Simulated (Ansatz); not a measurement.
**Run report: GaNH₆O, nudged elastic band**

The run: nudged elastic band of GaNH₆O. Method and program: RHF/def2-SVP (Ansatz 0.2.0).

One setting was made poor on purpose. It belongs to a series of runs on one base structure; here: an input spoilt on purpose.

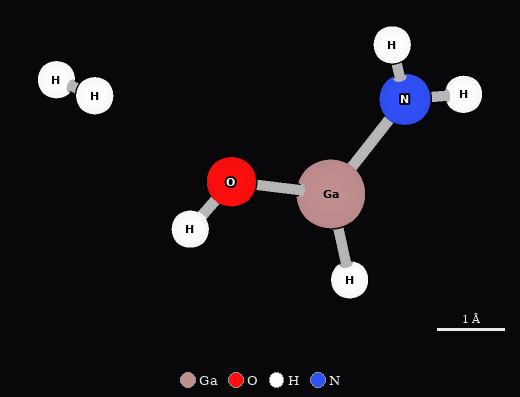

**Figure 1.** The input geometry (ball-and-stick view, seen on its broad side). Sticks mark near contacts. Bond lengths as drawn: Ga–H 1.56 Å, Ga–N 1.81 Å, Ga–O 1.78 Å, H–H 0.75 Å, H–N 1.00 Å and H–O 0.94 Å.

**The input**
```yaml
crystal:
  periodic: [false, false, false]
  atoms:
    - { symbol: Ga, position_ang: [-0.007545, -0.42834, -0.358571] }
    - { symbol: O, position_ang: [0.027727, -0.153761, 1.401588] }
    - { symbol: H, position_ang: [-0.77402, -0.182383, 1.896818] }
    - { symbol: "N", position_ang: [1.622371, -0.431982, -1.135326] }
    - { symbol: H, position_ang: [2.474666, -0.300047, -0.626999] }
    - { symbol: H, position_ang: [1.793554, -0.565465, -2.111518] }
    - { symbol: H, position_ang: [-1.350046, -0.640687, -1.128348] }
    - { symbol: H, position_ang: [-0.048341, 3.141048, 2.385915] }
    - { symbol: H, position_ang: [0.073234, 2.424216, 2.21134] }
basis:
  gaussian: { orbitals: def2-SVP }
hamiltonian:
  xc: hf
neb:
  order_check: false
  images: 7
  f_tol: 0.05
  max_iterations: 8
  final_atoms:
    - { symbol: Ga, position_ang: [-0.00203317, 0.64401101, -0.31863996] }
    - { symbol: O, position_ang: [0.04500551, 0.21758999, 1.93449946] }
    - { symbol: H, position_ang: [-0.66061201, -0.31624688, 2.27315713] }
    - { symbol: "N", position_ang: [1.55278828, -0.0622771, -0.97998864] }
    - { symbol: H, position_ang: [1.66456587, -1.01347774, -1.268466] }
    - { symbol: H, position_ang: [2.4235335, 0.42840532, -1.02005065] }
    - { symbol: H, position_ang: [-1.31855873, -0.21296967, -0.50385131] }
    - { symbol: H, position_ang: [-0.02901174, 2.20887359, -0.08647558] }
    - { symbol: H, position_ang: [0.13592248, 0.96869048, 2.50471455] }
  initial_path:
    images:
      - { positions_ang: [[-0.007545, -0.42834, -0.358571], [0.027727, -0.153761, 1.401588], [-0.77402, -0.182383, 1.896818], [1.622371, -0.431982, -1.135326], [2.474666, -0.300047, -0.626999], [1.793554, -0.565465, -2.111518], [-1.350046, -0.640687, -1.128348], [-0.048341, 3.141048, 2.385915], [0.073234, 2.424216, 2.21134]] }
      - { positions_ang: [[-0.00680612, -0.32363429, -0.26431556], [0.02142708, -0.08928255, 1.59004547], [-0.80777612, -0.17384876, 2.04997795], [1.63264824, -0.34408637, -1.08892041], [2.38564411, -0.47898367, -0.75865449], [1.87627857, -0.22008241, -1.90301815], [-1.35420985, -0.4893278, -1.03670056], [-0.01083221, 2.80348529, 1.91765402], [0.0752263, 2.17835957, 2.02883074]] }
      - { positions_ang: [[-0.00606724, -0.21892858, -0.17006012], [0.01512716, -0.0248041, 1.77850294], [-0.84153225, -0.16531452, 2.2031379], [1.64292548, -0.25619074, -1.04251482], [2.29662222, -0.65792034, -0.89030999], [1.95900314, 0.12530018, -1.6945183], [-1.3583737, -0.33796861, -0.94505313], [0.02667658, 2.46592258, 1.44939304], [0.07721861, 1.93250314, 1.84632148]] }
      - { positions_ang: [[-0.00532836, -0.11422287, -0.07580468], [0.00882724, 0.03967435, 1.96696042], [-0.87528837, -0.15678027, 2.35629785], [1.65320272, -0.16829512, -0.99610923], [2.20760033, -0.83685702, -1.02196548], [2.04172771, 0.47068277, -1.48601845], [-1.36253755, -0.18660941, -0.85340569], [0.06418536, 2.12835986, 0.98113205], [0.07921091, 1.68664671, 1.66381222]] }
      - { positions_ang: [[-0.00458949, -0.00951716, 0.01845076], [0.00252733, 0.1041528, 2.15541789], [-0.9090445, -0.14824603, 2.5094578], [1.66347997, -0.08039949, -0.94970365], [2.11857844, -1.01579369, -1.15362098], [2.12445228, 0.81606536, -1.2775186], [-1.36670139, -0.03525022, -0.76175826], [0.10169415, 1.79079715, 0.51287107], [0.08120322, 1.44079028, 1.48130296]] }
      - { positions_ang: [[-0.00395041, 0.15386488, -0.06582192], [0.01314687, 0.13251209, 2.10018828], [-0.84693638, -0.19024625, 2.45038263], [1.63580704, -0.07586889, -0.95727489], [2.0050753, -1.0152147, -1.18233223], [2.19922259, 0.71915035, -1.21315161], [-1.35466573, -0.07968008, -0.69728152], [0.06901768, 1.89531626, 0.36303441], [0.09488303, 1.32276533, 1.73715585]] }
      - { positions_ang: [[-0.00331133, 0.31724692, -0.1500946], [0.02376642, 0.16087139, 2.04495868], [-0.78482825, -0.23224646, 2.39130746], [1.60813412, -0.07133829, -0.96484614], [1.89157216, -1.01463571, -1.21104349], [2.27399289, 0.62223534, -1.14878462], [-1.34263006, -0.12410995, -0.63280478], [0.03634121, 1.99983537, 0.21319775], [0.10856285, 1.20474038, 1.99300875]] }
      - { positions_ang: [[-0.00267225, 0.48062897, -0.23436728], [0.03438597, 0.18923069, 1.98972907], [-0.72272013, -0.27424667, 2.33223229], [1.5804612, -0.0668077, -0.97241739], [1.77806901, -1.01405672, -1.23975474], [2.34876319, 0.52532033, -1.08441764], [-1.3305944, -0.16853981, -0.56832805], [0.00366473, 2.10435448, 0.06336109], [0.12224266, 1.08671543, 2.24886165]] }
      - { positions_ang: [[-0.00203317, 0.64401101, -0.31863996], [0.04500551, 0.21758999, 1.93449946], [-0.66061201, -0.31624688, 2.27315713], [1.55278828, -0.0622771, -0.97998864], [1.66456587, -1.01347774, -1.268466], [2.4235335, 0.42840532, -1.02005065], [-1.31855873, -0.21296967, -0.50385131], [-0.02901174, 2.20887359, -0.08647558], [0.13592248, 0.96869048, 2.50471455]] }
  n_images: 5
```

Machine: 2 threads of Arm Neoverse V2, 24 GiB of memory available, shared host.

Command:
```bash
ansatz run input.yaml --threads 2 --pin off --max-ram 3072MiB --backend cpu --events-out ev --progress --plain --runs-dir out
```

**The program's output**
```
Error: YAML parse error: error: line 43 column 3: unknown field `n_images`, expected one of images, spring, climbing, order_check, relax_end_points, f_tol, exx_force_gate, max_iterations, max_displacement, density_extrapolation, optimiser, initial_path, freeze_fraction, magnetization_jump, magnetization_bend, levels_near_fermi, parallel_images, constraints, final_atoms
  --> <input>:43:3
   |
41 |       - { positions_ang: [[-0.00267225, 0.48062897, -0.23436728], […
42 |       - { positions_ang: [[-0.00203317, 0.64401101, -0.31863996], […
43 |   n_images: 5
   |   ^ unknown field `n_images`, expected one of images, spring, climbing, order_check, relax_end_points, f_tol, exx_force_gate, max_iterations, max_displacement, density_extrapolation, optimiser, initial_path, freeze_fraction, magnetization_jump, magnetization_bend, levels_near_fermi, parallel_images, constraints, final_atoms
```

**Outcome**

| quantity | value |
| --- | --- |
| outcome | refused by the program |

**Diagnosis**

The program refused the input: “YAML parse error: error: line 43 column 3: unknown field `n_images`, expected one of images, spring, climbing, order_check, relax_end_points, f_tol, exx_force_gate, max_iterations, max_displacement, density_extrapolation, optimiser, initial_path, freeze_fraction, magnetization_jump, magnetization_bend, …” A deliberately poor setting: bad input.
